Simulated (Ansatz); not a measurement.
Nudged elastic band, with input and output: WH4Cl2F

System: WH4Cl2F, multiplicity 2.
Method: UHF/def2-SVP (Ansatz 0.2.0).

The run did not end well. One setting was made poor on purpose. It belongs to a series of runs on one base structure; here: band between the two ends.

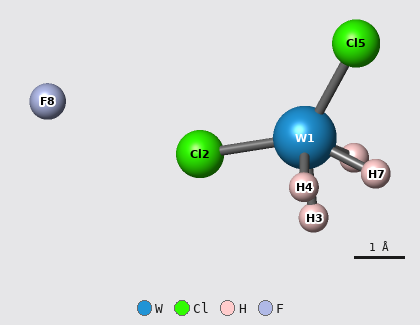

The structure as given in the input (ball-and-stick view, seen at a tilt; atoms are numbered from 1 in the order of the input). Sticks mark near contacts.

What the run reported

| quantity | value |
| --- | --- |
| outcome | stopped at the time limit |
| barrier, forward (band not converged) | 1.608 eV |
| barrier, backward | 0.000 eV |
| hardware | 2 threads of Arm Neoverse V2, 24 GiB of memory available, shared host |
| wall time | 28 min (CPU time 56 min) |
| peak memory | 0.41 GiB |

The run was cut off by its time limit, so the output is incomplete. A deliberately poor setting: straight start.

The input
```yaml
crystal:
  periodic: [false, false, false]
  atoms:
    - { symbol: W, position_ang: [-0.371172, 0.0, 0.210053] }
    - { symbol: Cl, position_ang: [0.438072, 0.0, 2.383536] }
    - { symbol: H, position_ang: [1.229979, 0.0, -0.185152] }
    - { symbol: H, position_ang: [0.234301, 1.417626, -0.392919] }
    - { symbol: Cl, position_ang: [-2.53151, 0.0, -0.626249] }
    - { symbol: H, position_ang: [0.234301, -1.417626, -0.392919] }
    - { symbol: H, position_ang: [0.05002, 0.0, -1.383501] }
    - { symbol: F, position_ang: [0.046009, 0.0, 5.747151] }
magnetization:
  spin_polarized: true
  initial_magnetization: 1
basis:
  gaussian: { orbitals: def2-SVP }
hamiltonian:
  xc: hf
neb:
  order_check: false
  images: 5
  f_tol: 0.05
  max_iterations: 60
  initial_path: linear
  final_atoms:
    - { symbol: W, position_ang: [-0.33845645, 1.214e-05, -0.50144709] }
    - { symbol: Cl, position_ang: [0.6734321, -0.00011827, 3.69030594] }
    - { symbol: H, position_ang: [0.96348409, -7.405e-05, 0.57082705] }
    - { symbol: H, position_ang: [0.42489493, 1.47425258, -0.78335737] }
    - { symbol: Cl, position_ang: [-2.47776653, -2.692e-05, 0.30297415] }
    - { symbol: H, position_ang: [0.42493363, -1.47417443, -0.78350142] }
    - { symbol: H, position_ang: [-0.12304602, 3.609e-05, -2.17157102] }
    - { symbol: F, position_ang: [-0.21747575, 9.285e-05, 5.03576975] }
```

Command:
```bash
ansatz run input.yaml --threads 2 --pin off --max-ram 3072MiB --backend cpu --events-out ev --progress --plain --runs-dir out
```

Output
```
Engine: ansatz 0.2.0, aarch64-unknown-linux-gnu
Functional definition: HF
  exchange = exact_x
  correlation = 0
1046 factors; integrals over basis functions are off by at most 4.5e-4 eV
mean field evaluation 1: about -29555.5601 eV, gradient 3.9e1 eV
mean field evaluation 2: about -29555.5661 eV, gradient 3.9e1 eV
mean field evaluation 4: about -29558.4555 eV, gradient 3.2e1 eV
mean field evaluation 8: about -29566.2845 eV, gradient 3.0e1 eV
mean field evaluation 16: about -29569.9063 eV, gradient 1.2e-1 eV
mean field evaluation 32: about -29569.9136 eV, gradient 2.0e-5 eV
mean field evaluation 64: about -29569.9082 eV, gradient 1.2e-2 eV
mean field evaluation 96: about -29569.9025 eV, gradient 3.4e-2 eV
mean field evaluation 128: about -29168.0281 eV, gradient 1.5e2 eV
mean field -29569.91356244 eV, -1086.6742802125 hartree, gradient 7.7e-6 eV, S^2 0.752421; 2 other end points of the search recorded, 0 dependent functions left out
the calculation of the forces begins
reference -29569.91356244 eV, -1086.6742802125 hartree; 31, 30 occupied and 71, 72 virtual orbitals, 1046 factors
1047 factors; integrals over basis functions are off by at most 1.1e-3 eV
mean field evaluation 160: about -29566.0453 eV, gradient 2.1e1 eV
mean field evaluation 192: about -29567.0940 eV, gradient 4.5e-1 eV
mean field evaluation 224: about -29567.0563 eV, gradient 1.1e-1 eV
mean field -29568.30611799 eV, -1086.6152077184 hartree, gradient 2.3e-5 eV, S^2 0.784306; 1 other end points of the search recorded, 0 dependent functions left out
[... from here on the field's lines of each further geometry are left out, up to the last ...]
NEB iter   1: max|band force component| = 6.441e0 eV/Å  barrier→ = 3.6758 eV  barrier← = 2.0683 eV  Δτ_max = 0.2000 Å  (5855 SCF iters)
NEB iter   2: max|band force component| = 4.329e0 eV/Å  barrier→ = 2.9004 eV  barrier← = 1.2929 eV  Δτ_max = 0.2000 Å  (929 SCF iters)
NEB iter   3: max|band force component| = 1.301e0 eV/Å  barrier→ = 2.0552 eV  barrier← = 0.4477 eV  Δτ_max = 0.2000 Å  (934 SCF iters)
NEB iter   4: max|band force component| = 8.189e-1 eV/Å  barrier→ = 2.3085 eV  barrier← = 0.7011 eV  Δτ_max = 0.2000 Å  (1148 SCF iters)
NEB iter   5: max|band force component| = 1.277e0 eV/Å  barrier→ = 2.3340 eV  barrier← = 0.7265 eV  Δτ_max = 0.1027 Å  (1118 SCF iters)
NEB iter   6: max|band force component| = 2.338e0 eV/Å  barrier→ = 2.5045 eV  barrier← = 0.8970 eV  Δτ_max = 0.0504 Å  (1502 SCF iters)
NEB iter   7: max|band force component| = 2.736e0 eV/Å  barrier→ = 2.5494 eV  barrier← = 0.9420 eV  Δτ_max = 0.1010 Å  (977 SCF iters)
NEB iter   8: max|band force component| = 3.857e0 eV/Å  barrier→ = 2.5868 eV  barrier← = 0.9794 eV  Δτ_max = 0.0506 Å  (991 SCF iters)
NEB iter   9: max|band force component| = 3.107e0 eV/Å  barrier→ = 2.5615 eV  barrier← = 0.9541 eV  Δτ_max = 0.0505 Å  (1125 SCF iters)
NEB iter  10: max|band force component| = 2.151e0 eV/Å  barrier→ = 1.9516 eV  barrier← = 0.3442 eV  Δτ_max = 0.1013 Å  (1209 SCF iters)
NEB iter  11: max|band force component| = 1.513e0 eV/Å  barrier→ = 1.8431 eV  barrier← = 0.2357 eV  Δτ_max = 0.0503 Å  (957 SCF iters)
NEB iter  12: max|band force component| = 1.182e0 eV/Å  barrier→ = 1.8460 eV  barrier← = 0.2386 eV  Δτ_max = 0.0999 Å  (967 SCF iters)
NEB iter  13: max|band force component| = 1.769e0 eV/Å  barrier→ = 1.8694 eV  barrier← = 0.2620 eV  Δτ_max = 0.1008 Å  (946 SCF iters)
NEB iter  14: max|band force component| = 2.261e0 eV/Å  barrier→ = 1.8843 eV  barrier← = 0.2769 eV  Δτ_max = 0.2000 Å  (933 SCF iters)
NEB iter  15: max|band force component| = 6.446e0 eV/Å  barrier→ = 1.7610 eV  barrier← = 0.1535 eV  Δτ_max = 0.0998 Å  (859 SCF iters)
NEB iter  16: max|band force component| = 2.572e0 eV/Å  barrier→ = 1.6310 eV  barrier← = 0.0235 eV  Δτ_max = 0.1909 Å  (803 SCF iters)
NEB iter  17: max|band force component| = 2.413e0 eV/Å  barrier→ = 1.6174 eV  barrier← = 0.0100 eV  Δτ_max = 0.0997 Å  (947 SCF iters)
NEB iter  18: max|band force component| = 6.021e0 eV/Å  barrier→ = 1.6125 eV  barrier← = 0.0050 eV  Δτ_max = 0.0486 Å  (1050 SCF iters)
NEB iter  19: max|band force component| = 4.273e0 eV/Å  barrier→ = 1.6098 eV  barrier← = 0.0024 eV  Δτ_max = 0.1025 Å  (968 SCF iters)
NEB iter  20: max|band force component| = 1.598e0 eV/Å  barrier→ = 1.6084 eV  barrier← = 0.0009 eV  Δτ_max = 0.1960 Å  (1111 SCF iters)
NEB iter  21: max|band force component| = 1.284e0 eV/Å  barrier→ = 1.6083 eV  barrier← = 0.0009 eV  Δτ_max = 0.1997 Å  (1189 SCF iters)
NEB iter  22: max|band force component| = 9.588e-1 eV/Å  barrier→ = 1.6093 eV  barrier← = 0.0018 eV  Δτ_max = 0.1994 Å  (1076 SCF iters)
NEB iter  23: max|band force component| = 4.880e-1 eV/Å  barrier→ = 1.6092 eV  barrier← = 0.0017 eV  CI = image 5  Δτ_max = 0.1958 Å  (1312 SCF iters)
NEB iter  24: max|band force component| = 1.126e0 eV/Å  barrier→ = 1.6080 eV  barrier← = 0.0005 eV  CI = image 5  Δτ_max = 0.0986 Å  (1050 SCF iters)
NEB iter  25: max|band force component| = 2.812e-1 eV/Å  barrier→ = 1.6077 eV  barrier← = 0.0003 eV  CI = image 5  Δτ_max = 0.2000 Å  (1244 SCF iters)
NEB iter  26: max|band force component| = 3.896e-1 eV/Å  barrier→ = 1.6076 eV  barrier← = 0.0001 eV  CI = image 5  Δτ_max = 0.0989 Å  (1087 SCF iters)
NEB iter  27: max|band force component| = 2.750e-1 eV/Å  barrier→ = 1.6075 eV  barrier← = 0.0000 eV  CI = image 5  Δτ_max = 0.1007 Å  (1153 SCF iters)
NEB iter  28: max|band force component| = 2.794e-1 eV/Å  barrier→ = 1.6075 eV  barrier← = 0.0001 eV  CI = image 5  Δτ_max = 0.0502 Å  (1158 SCF iters)
NEB iter  29: max|band force component| = 1.751e-1 eV/Å  barrier→ = 1.6075 eV  barrier← = 0.0001 eV  CI = image 5  Δτ_max = 0.0500 Å  (1339 SCF iters)
NEB iter  30: max|band force component| = 1.401e-1 eV/Å  barrier→ = 1.6075 eV  barrier← = 0.0001 eV  CI = image 5  Δτ_max = 0.0500 Å  (1259 SCF iters)
NEB iter  31: max|band force component| = 1.000e-1 eV/Å  barrier→ = 1.6075 eV  barrier← = 0.0001 eV  CI = image 5  Δτ_max = 0.0999 Å  (1131 SCF iters)
NEB iter  32: max|band force component| = 8.967e-2 eV/Å  barrier→ = 1.6075 eV  barrier← = 0.0001 eV  CI = image 5  Δτ_max = 0.1000 Å  (1133 SCF iters)
NEB iter  33: max|band force component| = 1.921e-1 eV/Å  barrier→ = 1.6076 eV  barrier← = 0.0001 eV  CI = image 5  Δτ_max = 0.0500 Å  (855 SCF iters)
NEB iter  34: max|band force component| = 1.645e-1 eV/Å  barrier→ = 1.6076 eV  barrier← = 0.0001 eV  CI = image 5  Δτ_max = 0.0500 Å  (996 SCF iters)
NEB iter  35: max|band force component| = 1.159e-1 eV/Å  barrier→ = 1.6076 eV  barrier← = 0.0001 eV  CI = image 5  Δτ_max = 0.0501 Å  (1053 SCF iters)
NEB iter  36: max|band force component| = 5.969e-2 eV/Å  barrier→ = 1.6076 eV  barrier← = 0.0002 eV  CI = image 5  Δτ_max = 0.1004 Å  (1045 SCF iters)
NEB iter  37: max|band force component| = 2.913e-1 eV/Å  barrier→ = 1.6076 eV  barrier← = 0.0002 eV  CI = image 5  Δτ_max = 0.0504 Å  (967 SCF iters)
NEB iter  38: max|band force component| = 3.709e-1 eV/Å  barrier→ = 1.6076 eV  barrier← = 0.0002 eV  CI = image 5  Δτ_max = 0.0250 Å  (890 SCF iters)
NEB iter  39: max|band force component| = 1.926e-1 eV/Å  barrier→ = 1.6076 eV  barrier← = 0.0002 eV  CI = image 5  Δτ_max = 0.0503 Å  (841 SCF iters)
NEB iter  40: max|band force component| = 2.478e-1 eV/Å  barrier→ = 1.6076 eV  barrier← = 0.0002 eV  CI = image 5  Δτ_max = 0.0504 Å  (1118 SCF iters)
NEB iter  41: max|band force component| = 2.748e-1 eV/Å  barrier→ = 1.6077 eV  barrier← = 0.0002 eV  CI = image 5  Δτ_max = 0.0988 Å  (1035 SCF iters)
NEB iter  42: max|band force component| = 2.482e-1 eV/Å  barrier→ = 1.6077 eV  barrier← = 0.0002 eV  CI = image 5  Δτ_max = 0.0982 Å  (1013 SCF iters)
NEB iter  43: max|band force component| = 2.101e-1 eV/Å  barrier→ = 1.6077 eV  barrier← = 0.0002 eV  CI = image 5  Δτ_max = 0.0980 Å  (1185 SCF iters)
NEB iter  44: max|band force component| = 1.554e-1 eV/Å  barrier→ = 1.6077 eV  barrier← = 0.0002 eV  CI = image 5  Δτ_max = 0.1001 Å  (1010 SCF iters)
NEB iter  45: max|band force component| = 1.101e-1 eV/Å  barrier→ = 1.6077 eV  barrier← = 0.0003 eV  CI = image 5  Δτ_max = 0.1999 Å  (1003 SCF iters)
NEB iter  46: max|band force component| = 4.096e-1 eV/Å  barrier→ = 1.6077 eV  barrier← = 0.0003 eV  CI = image 5  Δτ_max = 0.1004 Å  (1025 SCF iters)
NEB iter  47: max|band force component| = 4.778e-1 eV/Å  barrier→ = 1.6077 eV  barrier← = 0.0003 eV  CI = image 5  Δτ_max = 0.0500 Å  (1145 SCF iters)
NEB iter  48: max|band force component| = 1.961e-1 eV/Å  barrier→ = 1.6077 eV  barrier← = 0.0003 eV  CI = image 5  Δτ_max = 0.0995 Å  (1121 SCF iters)
NEB iter  49: max|band force component| = 1.756e-1 eV/Å  barrier→ = 1.6077 eV  barrier← = 0.0003 eV  CI = image 5  Δτ_max = 0.1009 Å  (1067 SCF iters)
NEB iter  50: max|band force component| = 6.323e-2 eV/Å  barrier→ = 1.6078 eV  barrier← = 0.0003 eV  CI = image 5  Δτ_max = 0.1635 Å  (1154 SCF iters)
NEB iter  51: max|band force component| = 8.576e-2 eV/Å  barrier→ = 1.6078 eV  barrier← = 0.0003 eV  CI = image 5  Δτ_max = 0.0819 Å  (954 SCF iters)
NEB iter  52: max|band force component| = 1.055e-1 eV/Å  barrier→ = 1.6078 eV  barrier← = 0.0003 eV  CI = image 5  Δτ_max = 0.0408 Å  (957 SCF iters)
NEB iter  53: max|band force component| = 9.912e-2 eV/Å  barrier→ = 1.6078 eV  barrier← = 0.0004 eV  CI = image 5  Δτ_max = 0.0408 Å  (865 SCF iters)
NEB iter  54: max|band force component| = 1.668e-1 eV/Å  barrier→ = 1.6078 eV  barrier← = 0.0004 eV  CI = image 5  Δτ_max = 0.0203 Å  (946 SCF iters)
the calculation of the forces begins
reference -29568.30573447 eV, -1086.6151936242 hartree; 31, 30 occupied and 71, 72 virtual orbitals, 1046 factors
NEB iter  55: max|band force component| = 9.080e-2 eV/Å  barrier→ = 1.6078 eV  barrier← = 0.0004 eV  CI = image 5  Δτ_max = 0.0203 Å  (936 SCF iters)
these checks for a lower state are left out or cut short: starts, cluster_reference, orbital_swaps, neighbouring_geometries, increment
1046 factors; integrals over basis functions are off by at most 5.1e-4 eV
mean field evaluation 8160: about -29569.9472 eV, gradient 3.0e0 eV
```

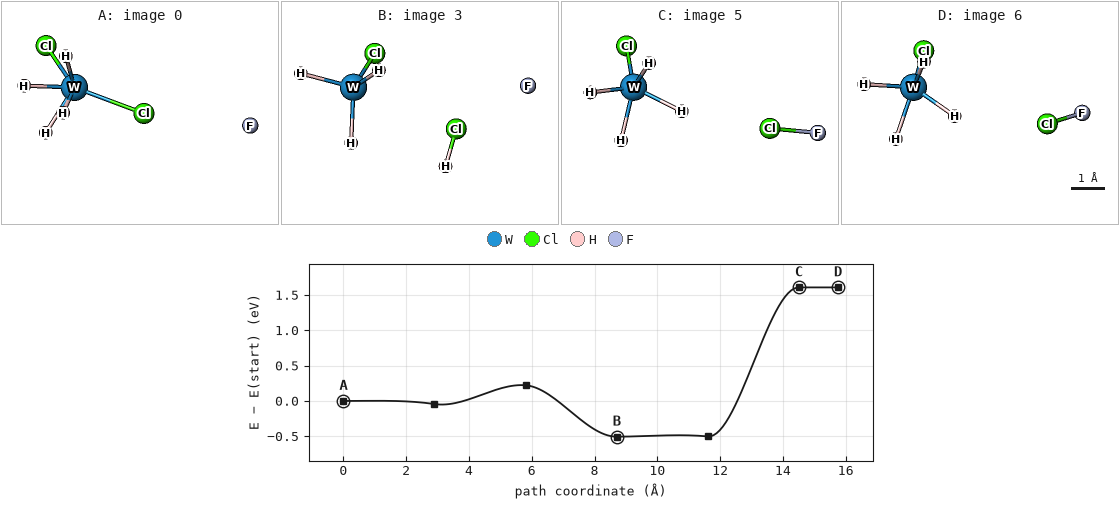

Images of the last band (counted from 0; ball-and-stick, seen at a tilt) above the energy along the path; the line is a cubic interpolation that uses the forces. The highest image is number 5, 1.608 eV above the start and 0.000 eV above the end (the climbing image); the end lies 1.607 eV above the start. A further maximum stands at image 2, 0.222 eV from the start. The path is 15.75 Å long. The band had not converged after 55 iterations.

```
mean field -29569.95839266 eV, -1086.6759276925 hartree, gradient 3.3e-8 eV, S^2 0.752613; 0 other end points of the search recorded, 0 dependent functions left out
the calculation of the forces begins
reference -29569.95839266 eV, -1086.6759276925 hartree; 31, 30 occupied and 71, 72 virtual orbitals, 1046 factors
these checks for a lower state are left out or cut short: starts, cluster_reference, orbital_swaps, neighbouring_geometries, increment
1050 factors; integrals over basis functions are off by at most 5.7e-4 eV
Unfinished report: {"positions_ang":[[-0.640262331337228,-0.0006858380133810687,-0.5097852455788804],[1.0913545886341733,0.0003216922274427681,3.540568569950532],[0.4974796164022049,-0.007209896738411593,0.7400922699651376],[0.14627415067686259,1.4723355985781963,-0.7215227158351907],[-2.8622608101307176,-0.00042560057749629573,0.02066916335320024],[0.14399987406399598,-1.4732211716011794,-0.7319519997586017],[-0.19820680179276004,0.0036947125261641164,-2.132694067012905],[1.1516217134834694,0.005190503598664381,5.154624024916704]],"unchecked":["starts","cluster_reference","orbital_swaps","neighbouring_geometries","increment"],"mean_field":{"relativity":"none","state":{"energy":{"ev":-29568.3057344674,"hartree":-1086.6151936242095},"converged":true,"gradient_ev":0.000018012139305651663,"stability":{"kind":"minimum","curvature_ev":2.6522105934806013},"curvature_floor_ev":0.00030000000000000003,"spin_squared":0.7842465000696137},"others":[],"fillings":{"estimated":0,"unestimated":0,"tried":0,"untried":0,"excluded_magnetic_sites":0},"n_dropped_functions":0,"n_trapped_functions":0,"passes":{"evaluations":3,"products":81},"factors":{"origin":"Cholesky decomposition","count":1046,"bound_ev":0.0011218337166716567},"gradient_stop_ev":0.00007956631780441804,"reference_kind":"stationary","symmetry":{"irreps":["A"],"axes":[[0.9833896300474535,-0.000759163503144206,-0.18150553486301094],[0.18150584206047413,0.00035691282816142743,0.983389801610303],[-0.0006817719929718537,-0.9999996481419423,0.000488776984944625]],"occupied":[{"A":31},{"A":30}]},"held":{"pivots":1044,"left_out":2,"joined":2},"density_repulsion":{"missed_ev":0.000026880790253370727,"excess_ev":2.002538593762109e-7,"most_excess_ev":0.0001647,"are_drawn_again":false,"n_first_factors":1046,"energy_change_ev":0.0,"n_dropped_ends":0}},"factors":{"origin":"Cholesky decomposition","count":1046,"bound_ev":0.0011218337166716567},"n_frozen":0,"n_occupied":[31,30],"n_virtual":[71,72],"reference":{"ev":-29568.3057344674,"hartree":-1086.6151936242095},"total":{"ev":-29568.3057344674,"hartree":-1086.6151936242095},"forces_ev_per_angstrom":[[-0.012301392177682224,0.00038945485534746795,0.005662307568158153],[-0.0003610597672530864,0.000012240559114125406,-0.0006455249134244495],[0.0029280607610215155,0.00017289630062861683,-0.002446262559888337],[0.0026427971155644483,-0.0008750662067888678,-0.0006215015166262137],[0.002863736005998785,-0.000010062343374328304,-0.0003244423433535397],[0.0028142233087524514,0.00011684994259149416,-0.0007079238770514966],[0.001934328953001148,0.00018917790711770455,-0.0017106626310569128],[-0.0005206942007956027,4.508985131541653e-6,0.0007940102714975862]],"charge_distribution":{"dipole_moment_e_ang":[-0.15462997723354935,-0.0008578176028342856,-0.32839060709810486],"mulliken_charges_e":[1.2124882072823198,0.3480918395533372,-0.2636531312064676,-0.2086380757174504,-0.3373380410166824,-0.20836029473083828,-0.20021299307584517,-0.3423775110883902],"lowdin_charges_e":[0.06275738807092246,0.2854578726126604,-0.11098355783045233,-0.08195982116810918,0.2555694474251311,-0.08179576845771863,-0.07780391727302138,-0.2512416433794282]},"n_threads":2,"memory_gib":2.556818182580173,"seconds":{"hamiltonian":1.62274729,"orbitals":0.0,"second_order":0.0,"solver_start":0.0,"cycles":0.0,"cycle":0.0,"perturbative":0.0,"full_ci_increment":0.0,"forces":0.0}}
this run last wrote the band of iteration 55 to [file]
Error: SIGTERM received: run cancelled behind 8178 evaluations of the mean field
```

The last band as extended XYZ (Å, eV, eV/Å)
```
8
Properties=species:S:1:pos:R:3:forces:R:3 image=0 energy=-29569.91356
W    -0.3712    0.0000    0.2101    0.0038   0.0000   0.0080
Cl    0.4381    0.0000    2.3835   -0.0031   0.0000  -0.0016
H     1.2300    0.0000   -0.1852    0.0044   0.0000  -0.0041
H     0.2343    1.4176   -0.3929   -0.0001  -0.0024   0.0007
Cl   -2.5315    0.0000   -0.6262   -0.0006   0.0000   0.0020
H     0.2343   -1.4176   -0.3929   -0.0001   0.0024   0.0007
H     0.0500    0.0000   -1.3835   -0.0025   0.0000  -0.0078
F     0.0460    0.0000    5.7472   -0.0018   0.0000   0.0020
8
Properties=species:S:1:pos:R:3:forces:R:3 image=1 energy=-29569.95702
W    -0.0978    0.1566    0.5342    0.0654   0.0229   0.0075
Cl    1.5037    0.7341    2.1125    0.0340   0.0153  -0.0299
H     1.2020   -0.0301   -0.4640    0.0233  -0.0088   0.0785
H     0.1456    1.3225   -0.6151   -0.0201  -0.0131   0.0314
Cl   -2.4090    0.1040    0.6047   -0.0798   0.0123   0.0136
H     0.2841   -1.4074    0.1429    0.0177  -0.0064   0.0019
H    -0.3393   -0.2820   -1.0305   -0.0337  -0.0157  -0.0818
F    -0.9593   -0.5976    4.0754   -0.0069  -0.0065  -0.0212
8
Properties=species:S:1:pos:R:3:forces:R:3 image=2 energy=-29569.69124
W    -0.8571    0.0418   -0.3129   -0.0181   0.0065  -0.0105
Cl    2.3518    0.6520    2.1113    0.0143   0.0022   0.0019
H     2.5169   -0.2489    1.2276    0.0277  -0.0113   0.0536
H    -0.1696    1.5983   -0.3759   -0.0090   0.0019   0.0039
Cl   -2.9126    0.0293    0.7340   -0.0106  -0.0034   0.0129
H     0.2731   -1.1434    0.1574    0.0073   0.0104  -0.0070
H    -0.8322   -0.5668   -1.8941   -0.0239  -0.0117  -0.0380
F    -1.0404   -0.3623    3.7126    0.0122   0.0055  -0.0167
8
Properties=species:S:1:pos:R:3:forces:R:3 image=3 energy=-29570.41914
W    -0.5585   -0.0852   -0.7446   -0.0067  -0.0072   0.0060
Cl    1.1285   -0.0156    2.2291    0.0187   0.0118  -0.0104
H     2.1027    0.6691    1.7748   -0.0208  -0.0095   0.0135
H     0.5872    1.1911   -0.7612    0.0036  -0.0014   0.0015
Cl   -2.3803    0.1412    0.6730    0.0031   0.0025  -0.0027
H     0.2697   -1.5788   -0.6709    0.0013   0.0012  -0.0034
H    -1.1317   -0.0771   -2.3504   -0.0014   0.0017  -0.0008
F    -0.6876   -0.2446    5.2102    0.0023   0.0007  -0.0036
8
Properties=species:S:1:pos:R:3:forces:R:3 image=4 energy=-29570.41549
W    -0.6106   -0.0032   -1.0555    0.0008   0.0007   0.0046
Cl    0.0704    0.0286    2.4135    0.0355  -0.0003   0.0461
H     1.3120    0.0412    2.7022   -0.0448  -0.0015  -0.0523
H     0.3649    1.3831   -0.8209   -0.0107   0.0044   0.0009
Cl   -2.6808   -0.0077   -0.0077   -0.0039   0.0006  -0.0061
H     0.3737   -1.3812   -0.8098   -0.0098  -0.0036   0.0021
H    -0.8710   -0.0103   -2.7422    0.0299  -0.0006   0.0179
F     1.3713   -0.0506    5.6804    0.0031   0.0005  -0.0131
8
Properties=species:S:1:pos:R:3:forces:R:3 image=5 energy=-29568.30573
W    -0.6403   -0.0007   -0.5098   -0.0123   0.0004   0.0057
Cl    1.0914    0.0003    3.5406   -0.0004   0.0000  -0.0006
H     0.4975   -0.0072    0.7401    0.0029   0.0002  -0.0024
H     0.1463    1.4723   -0.7215    0.0026  -0.0009  -0.0006
Cl   -2.8623   -0.0004    0.0207    0.0029   0.0000  -0.0003
H     0.1440   -1.4732   -0.7320    0.0028   0.0001  -0.0007
H    -0.1982    0.0037   -2.1327    0.0019   0.0002  -0.0017
F     1.1516    0.0052    5.1546   -0.0005   0.0000   0.0008
8
Properties=species:S:1:pos:R:3:forces:R:3 image=6 energy=-29568.30612
W    -0.5414    0.0000   -0.4380   -0.0038   0.0000  -0.0024
Cl    1.1950   -0.0001    3.5091    0.0013   0.0000   0.0061
H     0.9295   -0.0001    0.3874    0.0008   0.0000   0.0055
H     0.1602    1.4743   -0.8504   -0.0009  -0.0004  -0.0025
Cl   -2.5050    0.0000    0.7316   -0.0003   0.0000  -0.0010
H     0.1602   -1.4742   -0.8505   -0.0009   0.0004  -0.0025
H    -0.6244    0.0000   -2.1199    0.0021   0.0000   0.0009
F     0.5558    0.0001    4.9907    0.0018   0.0000  -0.0041
```
